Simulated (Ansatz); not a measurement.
**BGePH (doublet): RPA-PBE over a scan of the distance Ge2–H4, cc-pVDZ**

How well do these functionals follow the top wave-function level for BGePH (doublet) over a scan of the distance Ge2–H4?

Method: cc-pVDZ, all electrons in the functionals, frozen cores in the correlation of double hybrids and RPA; program: Ansatz 0.2.0, Gaussian basis.

Plan: RPA-PBE, at 1.282 Å; 1.435 Å; 1.566 Å; 1.757 Å; 1.945 Å; 2.135 Å; 2.454 Å; 2.868 Å; 3.430 Å; 4.299 Å; 5.216 Å.

21 further runs of the same task are left out: 2 for a mislabelled method, 13 that didn't finish, 6 set aside as unsound or not needed.

### 1 The geometry

The geometry derives from a PBE0/def2-TZVP stationary point (not a proven minimum). One bond is set to the value named and the two fragments are kept rigid. No spin-orbit coupling is included. The filled d shell of Ge may be among the frozen orbitals whatever the setting's name suggests; the logs give the count.

4 atoms, charge 0, spin multiplicity 2.

Atoms are counted from 1 here; the program's logs count them from 0.

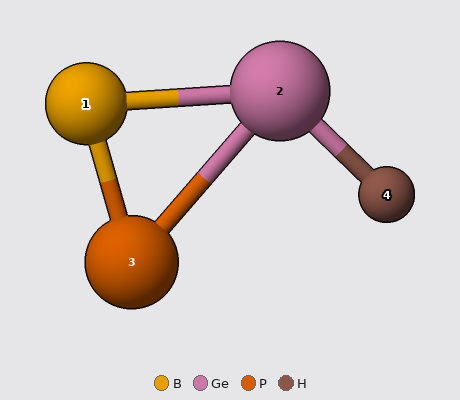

The geometry (boron amber, germanium pink, phosphorus orange, hydrogen brown); atoms are numbered from 1 in the order of the file.

No dispersion term is added.

The geometry shown and the zero of energy belong to the point 1.566 Å. The yardstick, RCCSDT(Q), and other wave-function levels (R restricted, U unrestricted, valence and pair active spaces) come from earlier runs.

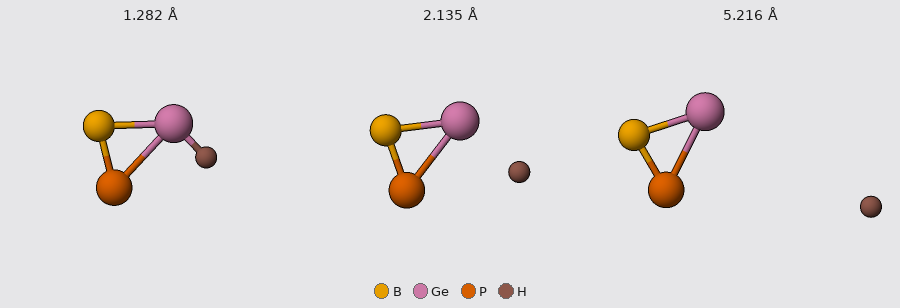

Three points of the scan; sticks are drawn by distance.

### 2 RPA-PBE, 1.282 Å

in.yaml

```yaml
crystal:
  periodic: [false, false, false]
  atoms:
    - {symbol: B, position_ang: [0.000000, -1.244500, -0.805781]}
    - {symbol: Ge, position_ang: [0.000000, 0.035652, 0.785960]}
    - {symbol: P, position_ang: [0.000000, 0.307949, -1.589848]}
    - {symbol: H, position_ang: [0.000000, 1.315741, 0.855936]}
basis:
  gaussian: {orbitals: cc-pVDZ}
magnetization: {spin_polarized: true, initial_magnetization: 1}
hamiltonian: {xc: {name: PBE}}
correlation: {method: rpa, electrons: outside_noble_gas}
```

Run with:

```
$ ansatz run in.yaml --threads 1 --pin off --events-out ev --progress --plain --max-ram 2393MiB
```

Log:

```text
Functional definition: PBE
  name "PBE"
  cite "Perdew, Burke & Ernzerhof, Phys. Rev. Lett. 77, 3865 (1996) doi:10.1103/PhysRevLett.77.3865"
  parent pbe
  parameter kappa = 0.804
  parameter beta = 0.06672455060314922
  exchange = pbe_x(kappa = kappa, mu = beta*pi^2/3)
  correlation = pbe_c(beta = beta)
696 factors; integrals over basis functions are off by at most 1.2e-3 eV
mean field evaluation 1: about -66475.9970 eV, gradient 2.5e1 eV
mean field evaluation 2: about -66475.9938 eV, gradient 2.5e1 eV
mean field evaluation 4: about -66478.8496 eV, gradient 1.4e1 eV
mean field evaluation 8: about -66480.8454 eV, gradient 3.6e-1 eV
mean field evaluation 16: about -66480.8468 eV, gradient 2.5e-4 eV
mean field evaluation 32: about -66479.1954 eV, gradient 7.1e-3 eV
mean field evaluation 64: about -66475.1052 eV, gradient 2.0e1 eV
mean field -66480.84682507 eV, -2443.1260584849 hartree, gradient 1.5e-6 eV, S^2 0.758831; 4 other end points of the search recorded, 0 dependent functions left out
20 core orbitals not correlated: weight in the atoms' cores, before any rotation towards them, 0.997 or more for the frozen orbitals, at most 0.002 for the correlated occupied ones
reference -66427.33473459 eV, -2441.1595254314 hartree; 7, 6 occupied and 37, 38 virtual orbitals, 696 factors
Total energy: -66439.97560421 eV, -2441.6240688218 hartree
```

Run time: 11 s. Hardware: 1 thread of AMD EPYC 7R43, shared host.

From the report: ⟨S²⟩ of the determinant 0.759 (pure doublet: 0.75).

### 3 RPA-PBE, 1.435 Å

in.yaml

```yaml
crystal:
  periodic: [false, false, false]
  atoms:
    - {symbol: B, position_ang: [0.000000, -1.245834, -0.805854]}
    - {symbol: Ge, position_ang: [0.000000, 0.034318, 0.785887]}
    - {symbol: P, position_ang: [0.000000, 0.306615, -1.589921]}
    - {symbol: H, position_ang: [0.000000, 1.467179, 0.864215]}
basis:
  gaussian: {orbitals: cc-pVDZ}
magnetization: {spin_polarized: true, initial_magnetization: 1}
hamiltonian: {xc: {name: PBE}}
correlation: {method: rpa, electrons: outside_noble_gas}
```

Same command.

Log (excerpt; [...] marks lines left out):

```text
Functional definition: PBE
  name "PBE"
  cite "Perdew, Burke & Ernzerhof, Phys. Rev. Lett. 77, 3865 (1996) doi:10.1103/PhysRevLett.77.3865"
  parent pbe
[...]
696 factors; integrals over basis functions are off by at most 1.2e-3 eV
[...]
mean field -66481.65362632 eV, -2443.1557078838 hartree, gradient 3.7e-6 eV, S^2 0.759089; 4 other end points of the search recorded, 0 dependent functions left out
20 core orbitals not correlated: weight in the atoms' cores, before any rotation towards them, 0.998 or more for the frozen orbitals, at most 0.001 for the correlated occupied ones
reference -66428.09415160 eV, -2441.1874334918 hartree; 7, 6 occupied and 37, 38 virtual orbitals, 696 factors
Total energy: -66440.81216273 eV, -2441.6548117804 hartree
```

Run time: 11 s. Hardware: 1 thread of AMD EPYC 7R43, shared host.

From the report: ⟨S²⟩ of the determinant 0.759 (pure doublet: 0.75).

### 4 RPA-PBE, 1.566 Å

in.yaml

```yaml
crystal:
  periodic: [false, false, false]
  atoms:
    - {symbol: B, position_ang: [0.000000, -1.246974, -0.805916]}
    - {symbol: Ge, position_ang: [0.000000, 0.033178, 0.785825]}
    - {symbol: P, position_ang: [0.000000, 0.305475, -1.589983]}
    - {symbol: H, position_ang: [0.000000, 1.596606, 0.871290]}
basis:
  gaussian: {orbitals: cc-pVDZ}
magnetization: {spin_polarized: true, initial_magnetization: 1}
hamiltonian: {xc: {name: PBE}}
correlation: {method: rpa, electrons: outside_noble_gas}
```

Launched as before.

Log (excerpt; [...] marks lines left out):

```text
Functional definition: PBE
  name "PBE"
  cite "Perdew, Burke & Ernzerhof, Phys. Rev. Lett. 77, 3865 (1996) doi:10.1103/PhysRevLett.77.3865"
  parent pbe
[...]
696 factors; integrals over basis functions are off by at most 1.0e-3 eV
[...]
mean field -66481.84709423 eV, -2443.1628176983 hartree, gradient 7.8e-6 eV, S^2 0.759382; 4 other end points of the search recorded, 0 dependent functions left out
20 core orbitals not correlated: weight in the atoms' cores, before any rotation towards them, 0.998 or more for the frozen orbitals, at most 0.001 for the correlated occupied ones
reference -66428.20696107 eV, -2441.1915791635 hartree; 7, 6 occupied and 37, 38 virtual orbitals, 696 factors
Total energy: -66441.00938640 eV, -2441.6620596165 hartree
```

It took 9 s on 1 thread of AMD EPYC 7R43, shared host.

From the report: ⟨S²⟩ of the determinant 0.759 (pure doublet: 0.75).

### 5 RPA-PBE, 1.757 Å

in.yaml

```yaml
crystal:
  periodic: [false, false, false]
  atoms:
    - {symbol: B, position_ang: [0.000000, -1.248641, -0.806007]}
    - {symbol: Ge, position_ang: [0.000000, 0.031511, 0.785734]}
    - {symbol: P, position_ang: [0.000000, 0.303808, -1.590074]}
    - {symbol: H, position_ang: [0.000000, 1.785891, 0.881637]}
basis:
  gaussian: {orbitals: cc-pVDZ}
magnetization: {spin_polarized: true, initial_magnetization: 1}
hamiltonian: {xc: {name: PBE}}
correlation: {method: rpa, electrons: outside_noble_gas}
```

The command is unchanged.

Log (excerpt; [...] marks lines left out):

```text
Functional definition: PBE
  name "PBE"
  cite "Perdew, Burke & Ernzerhof, Phys. Rev. Lett. 77, 3865 (1996) doi:10.1103/PhysRevLett.77.3865"
  parent pbe
[...]
697 factors; integrals over basis functions are off by at most 1.2e-3 eV
[...]
mean field -66481.71356436 eV, -2443.1579105663 hartree, gradient 3.2e-6 eV, S^2 0.760144; 0 other end points of the search recorded, 0 dependent functions left out
20 core orbitals not correlated: weight in the atoms' cores, before any rotation towards them, 0.999 or more for the frozen orbitals, at most 0.001 for the correlated occupied ones
reference -66427.91570217 eV, -2441.1808755962 hartree; 7, 6 occupied and 37, 38 virtual orbitals, 697 factors
Total energy: -66440.86498653 eV, -2441.6567530193 hartree
```

Wall time 4.2 s (1 thread of AMD EPYC 7R43, shared host).

From the report: ⟨S²⟩ of the determinant 0.760 (pure doublet: 0.75).

From 1.566 Å: +13.9 kJ/mol.

### 6 RPA-PBE, 1.945 Å

in.yaml

```yaml
crystal:
  periodic: [false, false, false]
  atoms:
    - {symbol: B, position_ang: [0.000000, -1.250281, -0.806097]}
    - {symbol: Ge, position_ang: [0.000000, 0.029871, 0.785644]}
    - {symbol: P, position_ang: [0.000000, 0.302168, -1.590164]}
    - {symbol: H, position_ang: [0.000000, 1.971972, 0.891809]}
basis:
  gaussian: {orbitals: cc-pVDZ}
magnetization: {spin_polarized: true, initial_magnetization: 1}
hamiltonian: {xc: {name: PBE}}
correlation: {method: rpa, electrons: outside_noble_gas}
```

Same command.

Log (excerpt; [...] marks lines left out):

```text
Functional definition: PBE
  name "PBE"
  cite "Perdew, Burke & Ernzerhof, Phys. Rev. Lett. 77, 3865 (1996) doi:10.1103/PhysRevLett.77.3865"
  parent pbe
[...]
697 factors; integrals over basis functions are off by at most 1.6e-3 eV
[...]
mean field -66481.37126094 eV, -2443.1453311475 hartree, gradient 3.4e-6 eV, S^2 0.762198; 2 other end points of the search recorded, 0 dependent functions left out
20 core orbitals not correlated: weight in the atoms' cores, before any rotation towards them, 0.999 or more for the frozen orbitals, at most 0.001 for the correlated occupied ones
reference -66427.39799394 eV, -2441.1618501696 hartree; 7, 6 occupied and 37, 38 virtual orbitals, 697 factors
Total energy: -66440.50943990 eV, -2441.6436869215 hartree
```

Run time: 6 s. Hardware: 1 thread of AMD EPYC 7R43, shared host.

From the report: ⟨S²⟩ of the determinant 0.762 (pure doublet: 0.75).

From 1.566 Å: +48.2 kJ/mol.

### 7 RPA-PBE, 2.135 Å

in.yaml

```yaml
crystal:
  periodic: [false, false, false]
  atoms:
    - {symbol: B, position_ang: [0.000000, -1.251937, -0.806188]}
    - {symbol: Ge, position_ang: [0.000000, 0.028215, 0.785553]}
    - {symbol: P, position_ang: [0.000000, 0.300512, -1.590255]}
    - {symbol: H, position_ang: [0.000000, 2.160032, 0.902090]}
basis:
  gaussian: {orbitals: cc-pVDZ}
magnetization: {spin_polarized: true, initial_magnetization: 1}
hamiltonian: {xc: {name: PBE}}
correlation: {method: rpa, electrons: outside_noble_gas}
```

The command is unchanged.

Log (excerpt; [...] marks lines left out):

```text
Functional definition: PBE
  name "PBE"
  cite "Perdew, Burke & Ernzerhof, Phys. Rev. Lett. 77, 3865 (1996) doi:10.1103/PhysRevLett.77.3865"
  parent pbe
[...]
697 factors; integrals over basis functions are off by at most 1.7e-3 eV
[...]
mean field -66480.97074814 eV, -2443.1306125736 hartree, gradient 4.7e-6 eV, S^2 0.769667; 5 other end points of the search recorded, 0 dependent functions left out
20 core orbitals not correlated: weight in the atoms' cores, before any rotation towards them, 0.999 or more for the frozen orbitals, at most 0.001 for the correlated occupied ones
reference -66426.83958557 eV, -2441.1413290408 hartree; 7, 6 occupied and 37, 38 virtual orbitals, 697 factors
Total energy: -66440.10510060 eV, -2441.6288277265 hartree
```

It took 8.5 s on 1 thread of AMD EPYC 7R43, shared host.

From the report: ⟨S²⟩ of the determinant 0.770 (pure doublet: 0.75).

From 1.566 Å: +87.3 kJ/mol.

### 8 RPA-PBE, 2.454 Å

in.yaml

```yaml
crystal:
  periodic: [false, false, false]
  atoms:
    - {symbol: B, position_ang: [0.000000, -1.254718, -0.806340]}
    - {symbol: Ge, position_ang: [0.000000, 0.025434, 0.785401]}
    - {symbol: P, position_ang: [0.000000, 0.297731, -1.590407]}
    - {symbol: H, position_ang: [0.000000, 2.475775, 0.919350]}
basis:
  gaussian: {orbitals: cc-pVDZ}
magnetization: {spin_polarized: true, initial_magnetization: 1}
hamiltonian: {xc: {name: PBE}}
correlation: {method: rpa, electrons: outside_noble_gas}
```

Same command.

Log (excerpt; [...] marks lines left out):

```text
Functional definition: PBE
  name "PBE"
  cite "Perdew, Burke & Ernzerhof, Phys. Rev. Lett. 77, 3865 (1996) doi:10.1103/PhysRevLett.77.3865"
  parent pbe
[...]
698 factors; integrals over basis functions are off by at most 1.1e-3 eV
[...]
mean field -66480.38783881 eV, -2443.1091910510 hartree, gradient 3.7e-6 eV, S^2 0.835068; 4 other end points of the search recorded, 0 dependent functions left out
20 core orbitals not correlated: weight in the atoms' cores, before any rotation towards them, 0.999 or more for the frozen orbitals, at most 0.001 for the correlated occupied ones
reference -66426.33742792 eV, -2441.1228750873 hartree; 7, 6 occupied and 37, 38 virtual orbitals, 698 factors
Total energy: -66439.54408619 eV, -2441.6082108270 hartree
```

Run time: 9 s. Hardware: 1 thread of AMD EPYC 7R43, shared host.

From the report: ⟨S²⟩ of the determinant 0.835 (pure doublet: 0.75).

From 1.566 Å: +141.4 kJ/mol.

### 9 RPA-PBE, 2.868 Å

in.yaml

```yaml
crystal:
  periodic: [false, false, false]
  atoms:
    - {symbol: B, position_ang: [0.000000, -1.258328, -0.806537]}
    - {symbol: Ge, position_ang: [0.000000, 0.021824, 0.785204]}
    - {symbol: P, position_ang: [0.000000, 0.294121, -1.590604]}
    - {symbol: H, position_ang: [0.000000, 2.885548, 0.941750]}
basis:
  gaussian: {orbitals: cc-pVDZ}
magnetization: {spin_polarized: true, initial_magnetization: 1}
hamiltonian: {xc: {name: PBE}}
correlation: {method: rpa, electrons: outside_noble_gas}
```

The command is unchanged.

Log (excerpt; [...] marks lines left out):

```text
Functional definition: PBE
  name "PBE"
  cite "Perdew, Burke & Ernzerhof, Phys. Rev. Lett. 77, 3865 (1996) doi:10.1103/PhysRevLett.77.3865"
  parent pbe
[...]
698 factors; integrals over basis functions are off by at most 8.0e-4 eV
[...]
mean field -66480.02690743 eV, -2443.0959270674 hartree, gradient 3.5e-6 eV, S^2 0.871855; 5 other end points of the search recorded, 0 dependent functions left out
20 core orbitals not correlated: weight in the atoms' cores, before any rotation towards them, 0.999 or more for the frozen orbitals, at most 0.001 for the correlated occupied ones
reference -66426.60344499 eV, -2441.1326510346 hartree; 7, 6 occupied and 37, 38 virtual orbitals, 698 factors
Total energy: -66439.31274072 eV, -2441.5997090378 hartree
```

It took 8.5 s on 1 thread of AMD EPYC 7R43, shared host.

From the report: ⟨S²⟩ of the determinant 0.872 (pure doublet: 0.75).

From 1.566 Å: +163.7 kJ/mol.

### 10 RPA-PBE, 3.430 Å

in.yaml

```yaml
crystal:
  periodic: [false, false, false]
  atoms:
    - {symbol: B, position_ang: [0.000000, -1.263228, -0.806805]}
    - {symbol: Ge, position_ang: [0.000000, 0.016924, 0.784936]}
    - {symbol: P, position_ang: [0.000000, 0.289221, -1.590872]}
    - {symbol: H, position_ang: [0.000000, 3.441811, 0.972158]}
basis:
  gaussian: {orbitals: cc-pVDZ}
magnetization: {spin_polarized: true, initial_magnetization: 1}
hamiltonian: {xc: {name: PBE}}
correlation: {method: rpa, electrons: outside_noble_gas}
```

Launched as before.

Log (excerpt; [...] marks lines left out):

```text
Functional definition: PBE
  name "PBE"
  cite "Perdew, Burke & Ernzerhof, Phys. Rev. Lett. 77, 3865 (1996) doi:10.1103/PhysRevLett.77.3865"
  parent pbe
[...]
699 factors; integrals over basis functions are off by at most 8.0e-4 eV
[...]
mean field -66479.93795884 eV, -2443.0926582668 hartree, gradient 6.3e-6 eV, S^2 0.769187; 3 other end points of the search recorded, 0 dependent functions left out
20 core orbitals not correlated: weight in the atoms' cores, before any rotation towards them, 0.999 or more for the frozen orbitals, at most 0.001 for the correlated occupied ones
reference -66426.69726559 eV, -2441.1360988778 hartree; 7, 6 occupied and 37, 38 virtual orbitals, 699 factors
Total energy: -66439.37950123 eV, -2441.6021624412 hartree
```

Wall time 7 s (1 thread of AMD EPYC 7R43, shared host).

From the report: ⟨S²⟩ of the determinant 0.769 (pure doublet: 0.75).

From 1.566 Å: +157.3 kJ/mol.

### 11 RPA-PBE, 4.299 Å

in.yaml

```yaml
crystal:
  periodic: [false, false, false]
  atoms:
    - {symbol: B, position_ang: [0.000000, -1.270805, -0.807219]}
    - {symbol: Ge, position_ang: [0.000000, 0.009347, 0.784522]}
    - {symbol: P, position_ang: [0.000000, 0.281644, -1.591286]}
    - {symbol: H, position_ang: [0.000000, 4.301938, 1.019177]}
basis:
  gaussian: {orbitals: cc-pVDZ}
magnetization: {spin_polarized: true, initial_magnetization: 1}
hamiltonian: {xc: {name: PBE}}
correlation: {method: rpa, electrons: outside_noble_gas}
```

The command is unchanged.

Log (excerpt; [...] marks lines left out):

```text
Functional definition: PBE
  name "PBE"
  cite "Perdew, Burke & Ernzerhof, Phys. Rev. Lett. 77, 3865 (1996) doi:10.1103/PhysRevLett.77.3865"
  parent pbe
[...]
697 factors; integrals over basis functions are off by at most 8.0e-4 eV
[...]
mean field -66479.92028426 eV, -2443.0920087380 hartree, gradient 5.8e-6 eV, S^2 0.750206; 5 other end points of the search recorded, 0 dependent functions left out
20 core orbitals not correlated: weight in the atoms' cores, before any rotation towards them, 0.999 or more for the frozen orbitals, at most 0.001 for the correlated occupied ones
reference -66426.71557956 eV, -2441.1367719040 hartree; 7, 6 occupied and 37, 38 virtual orbitals, 697 factors
Total energy: -66439.40156851 eV, -2441.6029733988 hartree
```

It took 11 s on 1 thread of AMD EPYC 7R43, shared host.

From the report: ⟨S²⟩ of the determinant 0.750 (pure doublet: 0.75).

From 1.566 Å: +155.1 kJ/mol.

### 12 RPA-PBE, 5.216 Å

in.yaml

```yaml
crystal:
  periodic: [false, false, false]
  atoms:
    - {symbol: B, position_ang: [0.000000, -1.278800, -0.807656]}
    - {symbol: Ge, position_ang: [0.000000, 0.001352, 0.784085]}
    - {symbol: P, position_ang: [0.000000, 0.273649, -1.591723]}
    - {symbol: H, position_ang: [0.000000, 5.209576, 1.068793]}
basis:
  gaussian: {orbitals: cc-pVDZ}
magnetization: {spin_polarized: true, initial_magnetization: 1}
hamiltonian: {xc: {name: PBE}}
correlation: {method: rpa, electrons: outside_noble_gas}
```

Same command.

Log (excerpt; [...] marks lines left out):

```text
Functional definition: PBE
  name "PBE"
  cite "Perdew, Burke & Ernzerhof, Phys. Rev. Lett. 77, 3865 (1996) doi:10.1103/PhysRevLett.77.3865"
  parent pbe
[...]
696 factors; integrals over basis functions are off by at most 8.0e-4 eV
[...]
mean field -66479.91519590 eV, -2443.0918217445 hartree, gradient 5.5e-6 eV, S^2 0.750000; 5 other end points of the search recorded, 0 dependent functions left out
20 core orbitals not correlated: weight in the atoms' cores, before any rotation towards them, 0.999 or more for the frozen orbitals, at most 0.001 for the correlated occupied ones
reference -66426.72011508 eV, -2441.1369385813 hartree; 7, 6 occupied and 37, 38 virtual orbitals, 696 factors
Total energy: -66439.40378147 eV, -2441.6030547237 hartree
```

It took 10 s on 1 thread of AMD EPYC 7R43, shared host.

From the report: ⟨S²⟩ of the determinant 0.750 (pure doublet: 0.75).

From 1.566 Å: +154.9 kJ/mol.

### 13 The comparison

The yardstick is RCCSDT(Q), where the cluster series has nearly closed. It comes from earlier runs at the same points. Energies in kJ/mol, counted from 1.566 Å; blanks weren't run or aren't comparable.

| level | 1.282 Å | 1.435 Å | 1.566 Å | 1.757 Å | 1.945 Å | 2.135 Å | 2.454 Å | 2.868 Å | 3.430 Å | 4.299 Å | 5.216 Å |
| --- | --- | --- | --- | --- | --- | --- | --- | --- | --- | --- | --- |
| RCCSDT(Q) | 96.1 | 17.3 | 0.0 | 16.0 |  |  |  |  |  |  |  |
| RPA-PBE | 99.7 | 19.0 | 0.0 | 13.9 | 48.2 | 87.3 | 141.4 | 163.7 | 157.3 | 155.1 | 154.9 |

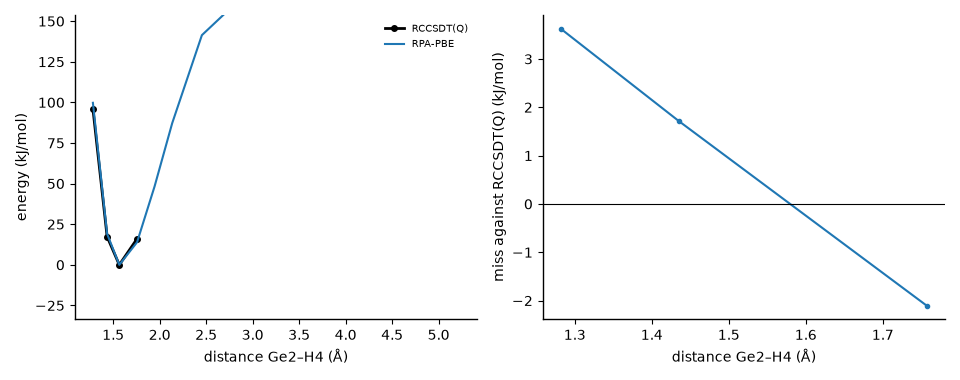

Left: the curves (the axis may cut off levels that run far away). Right: misses against RCCSDT(Q), in the same colours.

Largest miss and mean time a point (RCCSDT(Q) took 2 min a point; shared hosts):

| level | largest miss (kJ/mol) | where | time a point |
| --- | --- | --- | --- |
| RPA-PBE | +3.6 | 1.282 Å | 8.7 s |

### 14 Summary of results

| quantity | value |
| --- | --- |
| span of the RCCSDT(Q) curve (points where it is known) | 96.1 kJ/mol |
| largest miss, RPA-PBE | +3.6 kJ/mol (1.282 Å) |

In words: Misses are known at 3 of 10 points at best, and only functionals with that many are ranked. RPA-PBE strays by up to 3.6 kJ/mol, at 1.282 Å. Functionals and the yardstick converge differently with the basis, so part of each miss in cc-pVDZ is the basis.
